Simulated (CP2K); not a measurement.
**GFN1-xTB run of AlBH2OF2 (SMILES O[B](F)[AlH][F])**

Aim: the energy change on altering one bond length of AlBH2OF2 at GFN1-xTB, from 2 runs. 

Program for the calculation: CP2K 2026.2.

7 further runs of the same task are left out: 1 that didn't finish, 6 set aside as unsound or not needed. Runs told in other sessions of the task aren't counted.

## Step 1: Starting point

The species is AlBH2OF2 (7 atoms), meant as a singlet with charge 0. SMILES: `O[B](F)[AlH][F]`. The shape is that of a PBE0-D4/def2-TZVP optimisation. This is one conformer, not always the lowest.

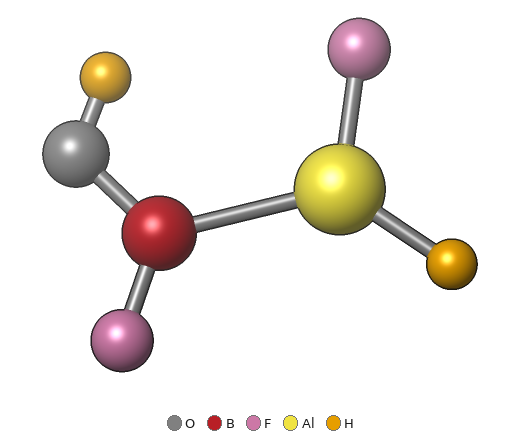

The structure, seen from a chosen angle (oxygen grey, boron red, fluorine pink, aluminium yellow, hydrogen amber).

## Step 2: A single-point energy at GFN1-xTB

The input, molecule.xyz:

```xyz
7

O      0.462300    -0.166500     1.769000
B      0.511800    -0.675600     0.519100
F      1.170800    -1.824800     0.394500
Al    -0.411500     0.301600    -1.162100
F     -1.152700     1.713100    -0.697800
H     -0.019900     0.662300     1.825000
H     -0.499600    -0.078200    -2.693300
```

The input, molecule.inp:

```
&global
  project molecule
  run_type ENERGY
  print_level MEDIUM
&end global

&force_eval
  method QS
  &dft
    charge 0
    multiplicity 1
    &qs
      method XTB
      eps_default 1.0E-10
      &xtb
        gfn_type TBLITE
        &tblite
          method GFN1
        &end tblite
        check_atomic_charges F
      &end xtb
    &end qs
    &poisson
      periodic NONE
      poisson_solver ANALYTIC
    &end poisson
    # self-consistent field
    &scf
      scf_guess ATOMIC
      eps_scf 1.0E-06
      max_scf 150
      added_mos 2
      &diagonalization
        algorithm STANDARD
      &end diagonalization
      &mixing
        method DIRECT_P_MIXING
        alpha 0.4
      &end mixing
    &end scf
    # extra output
    &print
      &moments
        periodic F
        reference COM
        max_moment 1
      &end moments
      &mo ON
        energies T
        occupation_numbers T
        ndigits 6
        &each
          qs_scf 0
        &end each
        add_last NUMERIC
      &end mo
      &hirshfeld OFF
      &end hirshfeld
    &end print
  &end dft
  # structure
  &subsys
    # vacuum box
    &cell
      abc [angstrom] 18.3 19.5 20.5
      periodic NONE
    &end cell
    &topology
      coord_file_name molecule.xyz
      coord_file_format XYZ
      &center_coordinates
      &end center_coordinates
    &end topology
  &end subsys
&end force_eval
```

Started as:

```
$ OMP_NUM_THREADS=1 cp2k.psmp -i molecule.inp > molecule.out 2>&1
```

Standard output:

```text
CP2K| version string:                                       CP2K version 2026.2
[...]
 GLOBAL| Method name                                                        CP2K
[...]
 GLOBAL| Run type                                                         ENERGY
[...]
                             - Atoms:                                          7
[...]
                             - Spherical basis functions:                     29
[...]
 Number of electrons:                                                         28
[...]
  *** SCF run converged in    12 steps ***
[...]
  Fermi energy:                                                -0.28445285987793
[...]
 TB_DIPOLE| Moment [Debye]          0.02250831      -0.06139594      -0.03384055
 TB_DIPOLE| Derivative [a.u.]       0.00000000       0.00000000       0.00000000
[...]
 ENERGY| Total FORCE_EVAL ( QS ) energy [hartree]            -18.906902589857772
[...]
```

Run time: 0.28 s. Hardware: 1 thread of Arm Neoverse V1, shared host.

## Step 3: The distorted shape, same level

The input, molecule.xyz:

```xyz
7

O      0.532780     0.137339     2.993956
B      0.582280    -0.371761     1.744056
F      1.241280    -1.520961     1.619456
Al    -0.341020     0.605439     0.062856
F     -1.082220     2.016939     0.527156
H      0.050580     0.966139     3.049956
H     -0.499600    -0.078200    -2.693300
```

The input, calc.inp:

```
&GLOBAL
    PROJECT calc
    RUN_TYPE ENERGY
    PRINT_LEVEL MEDIUM
&END GLOBAL
&FORCE_EVAL
    METHOD QUICKSTEP
    &DFT
        &QS
            METHOD XTB
            EPS_DEFAULT 1.0E-10
            &XTB
                GFN_TYPE TBLITE
                &TBLITE
                    METHOD GFN1
                &END TBLITE
                CHECK_ATOMIC_CHARGES F
            &END XTB
        &END QS
        &POISSON
            PERIODIC NONE
            POISSON_SOLVER ANALYTIC
        &END POISSON
        &SCF
            SCF_GUESS ATOMIC
            EPS_SCF 1.0E-06
            MAX_SCF 150
            ADDED_MOS 2
            &DIAGONALIZATION
                ALGORITHM STANDARD
            &END DIAGONALIZATION
            &MIXING
                METHOD DIRECT_P_MIXING
                ALPHA 0.4
            &END MIXING
        &END SCF
        &PRINT
            &MOMENTS
                PERIODIC F
                REFERENCE COM
                MAX_MOMENT 1
            &END MOMENTS
            &MO ON
                ENERGIES T
                OCCUPATION_NUMBERS T
                NDIGITS 6
                &EACH
                    QS_SCF 0
                &END EACH
                ADD_LAST NUMERIC
            &END MO
            &HIRSHFELD OFF
            &END HIRSHFELD
        &END PRINT
    &END DFT
    &SUBSYS
        &CELL
            ABC 18.3 19.5 21.7
            PERIODIC NONE
        &END CELL
        &TOPOLOGY
            COORD_FILE_NAME molecule.xyz
            COORD_FILE_FORMAT XYZ
            &CENTER_COORDINATES
            &END CENTER_COORDINATES
        &END TOPOLOGY
    &END SUBSYS
&END FORCE_EVAL
```

Started as:

```
$ OMP_NUM_THREADS=1 cp2k.psmp calc.inp > calc.out
```

Standard output:

```text
CP2K| version string:                                       CP2K version 2026.2
[...]
 GLOBAL| Method name                                                        CP2K
[...]
 GLOBAL| Run type                                                         ENERGY
[...]
                             - Atoms:                                          7
[...]
                             - Spherical basis functions:                     29
[...]
 Number of electrons:                                                         28
[...]
  *** SCF run converged in    19 steps ***
[...]
  Fermi energy:                                                -0.36296260465709
[...]
 TB_DIPOLE| Moment [Debye]          0.57759256      -0.13502748       2.46729188
 TB_DIPOLE| Derivative [a.u.]       0.00000000       0.00000000       0.00000000
[...]
 ENERGY| Total FORCE_EVAL ( QS ) energy [hartree]            -18.827832261331608
[...]
```

It took 0.28 s on 1 thread of Arm Neoverse V1, shared host.

## Step 4: Results

Level: GFN1-xTB.

| quantity | value |
| --- | --- |
| first shape: total energy | -18.90690 Eh |
| first shape: dipole moment (from atomic charges alone) | 0.07 D |
| first shape: HOMO energy | -11.52 eV |
| first shape: LUMO energy | -6.84 eV |
| first shape: HOMO–LUMO gap | 4.68 eV |
| first shape: dispersion energy | -3.87 kJ/mol |
| distorted shape: total energy | -18.82783 Eh |
| distorted shape: dipole moment (from atomic charges alone) | 2.54 D |
| distorted shape: HOMO energy | -10.76 eV |
| distorted shape: LUMO energy | -9.00 eV |
| distorted shape: HOMO–LUMO gap | 1.76 eV |
| distorted shape: dispersion energy | -4.36 kJ/mol |
| energy change with the Al4–H7 bond stretched from 1.580 to 2.844 Å | 2.152 eV |

With the Al4–H7 bond stretched from 1.580 to 2.844 Å the energy rises by 2.15 eV (50 kcal/mol). The first shape isn't relaxed at this level, so the change isn't measured from a minimum. A restricted reference can't describe the breaking bond well at this length. The dipole (first shape) comes from point charges on the atoms alone, without atomic dipoles, so it is partial. The dipole (distorted shape) comes from point charges on the atoms alone, without atomic dipoles, so it is partial.
